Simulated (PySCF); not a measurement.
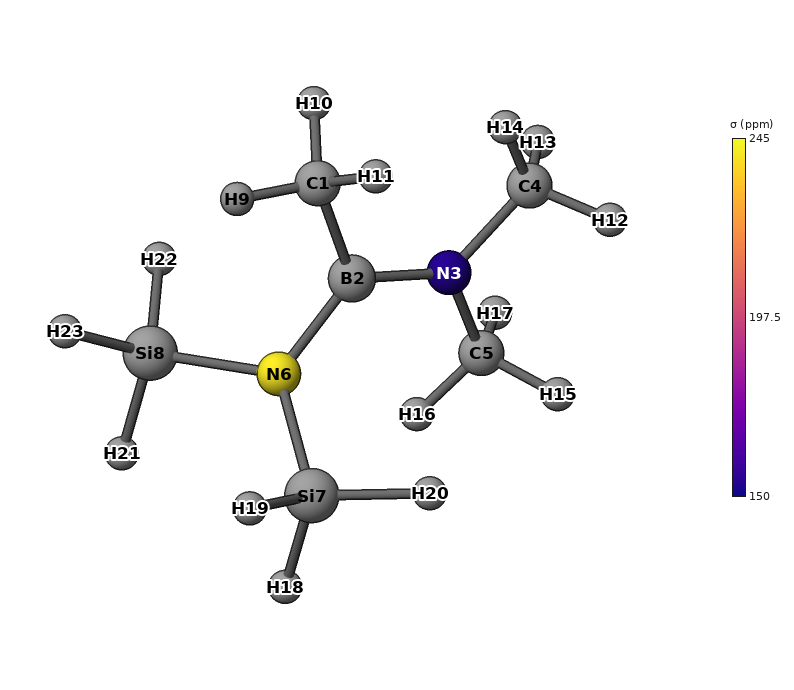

Atoms are coloured by their isotropic NMR shieldings (N only, the others grey). The computed structure is the end point of a GFN2-xTB optimisation. No frequency run is at hand to confirm it as a minimum. Properties computed with GIAO PBE0/pcSseg-1 NMR shielding, non-relativistic, gas phase (PySCF 2.14.0).

Give the isotropic NMR shieldings of the N atoms atom by atom.

```csv
atom,σ (ppm)
N3,153.9
N6,240.7
```

The geometry is semi-empirical. Around B, Si such bond lengths and angles can be off by a tenth of an ångström or more and by several degrees, and values that hang on the shape move with them.
